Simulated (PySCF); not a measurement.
# BH2O (SMILES B[O]), step by step

Aim: a series of 20 runs (UPBE0-D4/def2-TZVP, UCCSD(T)/def2-TZVPP, URI-MP2/def2-QZVPP, UPBE-D4/def2-TZVPP, U-r2SCAN-D4/def2-TZVPP, UB3LYP-D4/def2-TZVPP, UPBE0-D4/def2-TZVPP, U-wB97M-V/def2-TZVPP, and more) of BH2O. 

The results are computed with PySCF 2.14.0.

### Step 1. The structure to begin with

BH2O: 4 atoms, total charge 0, spin state doublet. As SMILES, `B[O]`. All atoms were displaced at random from a relaxed shape. The run starts from this shape.

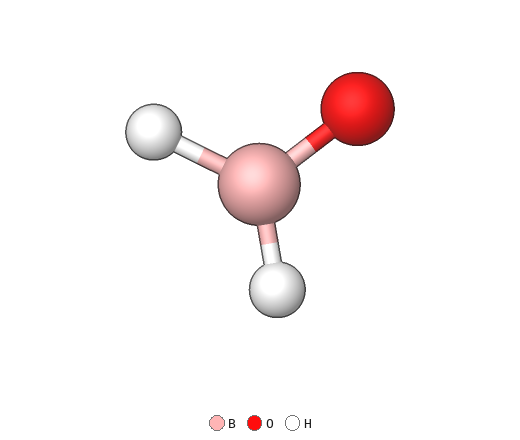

The structure, seen from a chosen angle (boron pink, oxygen red, hydrogen white).

### Step 2. A geometry optimisation at UPBE0-D4/def2-TZVP (density fitting with def2-universal-jkfit) (run 1)

geometry.xyz

```xyz
4
BH2O
B      0.003033    -0.002915    -0.078443
O      1.043481    -0.320657     0.657933
H     -1.057734    -0.580697     0.197795
H      0.128197     0.837259    -0.815874
```

run.py

```python
from pyscf import gto, dft
from pyscf.geomopt.geometric_solver import kernel as optimise

mol = gto.Mole()
mol.atom = 'geometry.xyz'
mol.spin = 1
mol.verbose = 3
mol.charge = 0
mol.max_memory = 1860
mol.basis = 'def2-tzvp'
mol.build()

ks = dft.UKS(mol)
ks.xc = 'pbe0'
ks = ks.density_fit(auxbasis='def2-universal-jkfit')
ks.max_cycle = 100
ks.conv_tol = 1e-09
ks.grids.level = 4
ks.disp = 'd4'
converged, mol_eq = optimise(ks, maxsteps=100)
print('converged:', converged)
print(mol_eq.tostring())

ks.reset(mol_eq)
mol = mol_eq
ks.kernel()
e_final = ks.e_tot
print('E(%s) = %.9f' % ('PBE0', e_final))
```

On the command line:

```sh
$ OMP_NUM_THREADS=1 python run.py
```

What it wrote:

```text
maxiter                   100
[... 22 lines left out ...]
> Will converge when all 5 criteria are reached:
[... 19 lines left out ...]
converged SCF energy = -101.158502139541  <S^2> = 0.75797  2S+1 = 2.0079542
[... 37 lines left out ...]
converged SCF energy = -101.162023941784  <S^2> = 0.75929267  2S+1 = 2.0092712
[... 56 lines left out ...]
converged SCF energy = -101.163369132361  <S^2> = 0.75879206  2S+1 = 2.0087728
[... 48 lines left out ...]
Converged! =D
[... 1 line left out ...]
converged: True
B           0.01460013       -0.01185409       -0.01976244
O           1.04602259       -0.34217038        0.66480704
H          -1.04243198       -0.56951931        0.17610962
H           0.10091681        0.85633127       -0.86014429

WARN: HOMO -0.320986871306374 >= LUMO -0.320986871306378

converged SCF energy = -101.163375301856  <S^2> = 0.75884474  2S+1 = 2.0088253
E(PBE0) = -101.163375302
```

Run time: 58 s. Hardware: 1 thread of Arm Neoverse V2, shared host; peak memory 0.74 GiB.

Step by step:

```csv
step,energy from the first frame kept (eV),largest force (eV/Å)
0,0.0000,3.2453
1,-0.0594,1.3877
2,-0.0958,1.1981
3,-0.1288,0.2055
4,-0.1321,0.0683
5,-0.1324,0.0473
6,-0.1326,0.0212
7,-0.1326,0.0056
```

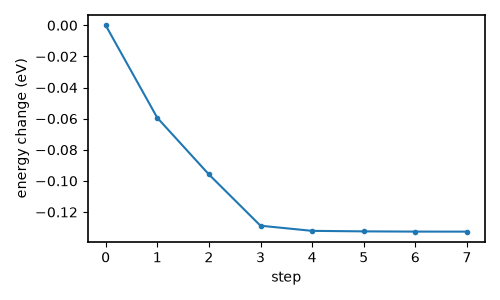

Energy along the run.

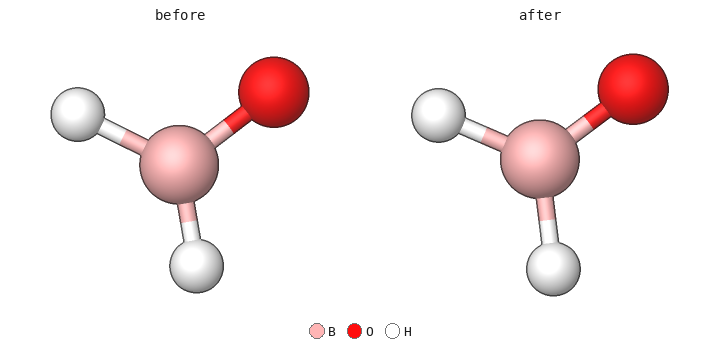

Before and after, at one scale.

After the run. Bond lengths: B1–O2 1.281 Å, B1–H3 1.211 Å, B1–H4 1.211 Å. Angles: O2–B1–H3 119.8°, O2–B1–H4 119.9°, H3–B1–H4 120.3°.

### Step 3. Vibrational wavenumbers at UPBE0-D4/def2-TZVP (density fitting with def2-universal-jkfit) (run 2)

input.xyz

```xyz
4

B     -0.538526     0.172464    -0.357427
O      0.492897    -0.157852     0.327142
H     -1.595914    -0.384910    -0.161675
H     -0.451879     1.040721    -1.197473
```

calc.py

```python
# B[O]
from pyscf import gto, dft, symm
from pyscf.hessian import thermo

mol = gto.M(
    atom='input.xyz',
    max_memory=1860,
    verbose=3,
    spin=1,
    basis='def2-tzvp',
)

myscf = dft.UKS(mol, xc='pbe0')
myscf = myscf.density_fit(auxbasis='def2-universal-jkfit')
myscf.conv_tol = 1e-09
myscf.disp = 'd4'
myscf.max_cycle = 100
myscf.grids.level = 4
myscf.kernel()

e_final = myscf.e_tot
print(f'total energy: {e_final:.8f} hartree')
hess = myscf.Hessian().kernel()
modes = thermo.harmonic_analysis(mol, hess)
thermo.dump_normal_mode(mol, modes)
symm.geom.TOLERANCE = 1e-3  # for the symmetry number
th = thermo.thermo(myscf, modes['freq_au'], 298.15, 101325)
thermo.dump_thermo(mol, th)
```

On the command line:

```sh
$ OMP_NUM_THREADS=1 python calc.py
```

What it wrote:

```text
converged SCF energy = -101.163375334163  <S^2> = 0.75884473  2S+1 = 2.0088253
total energy: -101.16337533 hartree

WARN: DFTD4 does not support analytical Hessian, using finite difference.

WARN: Mole.unit (angstrom) is changed to Bohr

[... 36 lines left out ...]
Gibbs free energy [Eh] -101.16519
```

Wall time 82 s (1 thread of Arm Neoverse V2, shared host); peak memory 1.2 GiB.

Runs 3 to 18 aren't shown in full; the table further down has their settings and results.

### Step 4. The singlet cation: a single-point energy at wB97M-V/def2-TZVPP (run 19)

input.py

```python
from pyscf import gto, dft

mol = gto.M(
    atom='''
B        0.014600      -0.011854      -0.019762
O        1.046023      -0.342170       0.664807
H       -1.042432      -0.569519       0.176110
H        0.100917       0.856331      -0.860144
''',
    spin=0,
    max_memory=1860,
    charge=1,
    verbose=3,
    basis='def2-tzvpp',
)

mf = dft.RKS(mol)
mf.xc = 'wb97m-v'
mf.nlcgrids.level = 1
mf.grids.level = 5
mf.conv_tol = 1e-10
mf.kernel()
if not mf.converged:
    mf = mf.newton().run(mf.mo_coeff, mf.mo_occ)

energy = mf.e_tot
print('E(%s) = %.9f' % ('WB97M-V', energy))
```

On the command line:

```sh
$ OMP_NUM_THREADS=1 python input.py
```

What it wrote:

```text
converged SCF energy = -100.792188752981
E(WB97M-V) = -100.792188753
```

Wall time 26 s (1 thread of Arm Neoverse V2, shared host); peak memory 0.47 GiB.

### Step 5. The singlet cation: a single-point energy at B3LYP/6-31G(d) (spherical functions) (run 20)

geometry.xyz

```xyz
4

B      0.014600    -0.011854    -0.019762
O      1.046023    -0.342170     0.664807
H     -1.042432    -0.569519     0.176110
H      0.100917     0.856331    -0.860144
```

input.py

```python
from pyscf import gto, dft

system = gto.M(
    atom='geometry.xyz',
    charge=1,
    basis='6-31g*',
    verbose=3,
    max_memory=1860,
)

myscf = dft.RKS(system, xc='b3lyp')
myscf.conv_tol = 1e-10
myscf.grids.level = 5
myscf.kernel()
if not myscf.converged:
    myscf = myscf.newton().run(myscf.mo_coeff, myscf.mo_occ)

e_final = myscf.e_tot
print(f'total energy: {e_final:.8f} hartree')
```

On the command line:

```sh
$ OMP_NUM_THREADS=1 python input.py
```

What it wrote:

```text
converged SCF energy = -100.798011237981
total energy: -100.79801124 hartree
```

It took 2.6 s on 1 thread of Arm Neoverse V2, shared host; peak memory 0.22 GiB.

### Step 6. Overview of the runs

```csv
run,level,task,optimizer,partner,energy (Eh),dipole moment (D) of the reference,HOMO energy (eV),LUMO energy (eV),wall time
1,UPBE0-D4/def2-TZVP (density fitting with def2-universal-jkfit),optimise,geomeTRIC,base,-101.163375,1.47,-9.30,-4.46,58 s
2,UPBE0-D4/def2-TZVP (density fitting with def2-universal-jkfit),frequencies,–,base,-101.163375,1.47,-9.30,-4.46,82 s
3,UCCSD(T)/def2-TZVPP,energy,–,base,-101.079604,0.99,-13.12,1.54,62 s
4,URI-MP2/def2-QZVPP (density fitting with def2-universal-jkfit),energy,–,base,-101.066161,0.99,-13.13,1.46,2.6 s
5,UPBE-D4/def2-TZVPP,energy,–,base,-101.162259,1.63,-7.61,-5.87,12 s
6,U-r2SCAN-D4/def2-TZVPP,energy,–,base,-101.230918,1.53,-8.15,-5.37,33 s
7,UB3LYP-D4/def2-TZVPP,energy,–,base,-101.296127,1.54,-9.07,-4.91,14 s
8,UPBE0-D4/def2-TZVPP,energy,–,base,-101.163777,1.48,-9.30,-4.46,14 s
9,U-wB97M-V/def2-TZVPP,energy,–,base,-101.241246,1.44,-11.48,-2.34,51 s
10,UB2PLYP/def2-TZVPP,energy,–,base,-101.205572,1.25,-10.83,-2.37,15 s
11,USVWN5/def2-TZVPP,energy,–,base,-100.443382,1.83,-7.54,-6.18,9 s
12,UM06-2X/def2-TZVPP,energy,–,base,-101.236443,1.50,-10.65,-3.38,37 s
13,UB3LYP/6-31G* (spherical functions),energy,–,base,-101.246912,1.31,-8.82,-4.63,4.8 s
14,UHF/STO-3G,energy,–,base,-99.385637,0.21,-11.28,6.83,0.52 s
15,CCSD(T)/def2-TZVPP,energy,–,cation,-100.642198,–,-23.60,-10.71,13 s
16,PBE-D4/def2-TZVPP,energy,–,cation,-100.725443,–,-18.03,-16.18,6.9 s
17,B3LYP-D4/def2-TZVPP,energy,–,cation,-100.842604,–,-19.70,-15.46,6.9 s
18,PBE0-D4/def2-TZVPP,energy,–,cation,-100.710096,–,-19.98,-15.17,6.9 s
19,wB97M-V/def2-TZVPP,energy,–,cation,-100.792189,–,-22.55,-12.75,26 s
20,B3LYP/6-31G* (spherical functions),energy,–,cation,-100.798011,–,-19.64,-15.46,2.6 s
```

### Step 7. Outcome

```
                                                                quantity          value
                                    singlet cation, run 20: total energy  -100.79801 Eh
                                     singlet cation, run 20: HOMO energy      -19.64 eV
                                     singlet cation, run 20: LUMO energy      -15.46 eV
                                   singlet cation, run 20: HOMO–LUMO gap        4.19 eV
 vertical ionisation energy (to the singlet cation), UCCSD(T)/def2-TZVPP      11.902 eV
  vertical ionisation energy (to the singlet cation), UPBE-D4/def2-TZVPP      11.886 eV
vertical ionisation energy (to the singlet cation), UB3LYP-D4/def2-TZVPP      12.341 eV
 vertical ionisation energy (to the singlet cation), UPBE0-D4/def2-TZVPP      12.345 eV
vertical ionisation energy (to the singlet cation), U-wB97M-V/def2-TZVPP      12.219 eV
       vertical ionisation energy (to the singlet cation), UB3LYP/6-31G*      12.215 eV
```

In words: At UCCSD(T)/def2-TZVPP: removing an electron at fixed nuclei costs 11.90 eV (274 kcal/mol). Only the singlet of the ionised species was computed; a triplet could lie lower. At UPBE-D4/def2-TZVPP: removing an electron at fixed nuclei costs 11.89 eV (1147 kJ/mol). At UB3LYP-D4/def2-TZVPP: removing an electron at fixed nuclei costs 12.34 eV (1191 kJ/mol). At UPBE0-D4/def2-TZVPP: the vertical ionisation energy comes to 12.35 eV (285 kcal/mol). At U-wB97M-V/def2-TZVPP: removing an electron at fixed nuclei costs 12.22 eV (282 kcal/mol). Over runs 16, 17, 18, 19, 20 the HOMO–LUMO gap runs from 1.84 eV (PBE-D4/def2-TZVPP) to 9.80 eV (wB97M-V/def2-TZVPP). Totals of different functionals can't be ranked against each other. In run 15 the T1 diagnostic is large, so a single reference may not serve. In run 14 the basis is minimal, so the values are rough. All runs together took 7.6 min, the longest 82 s.
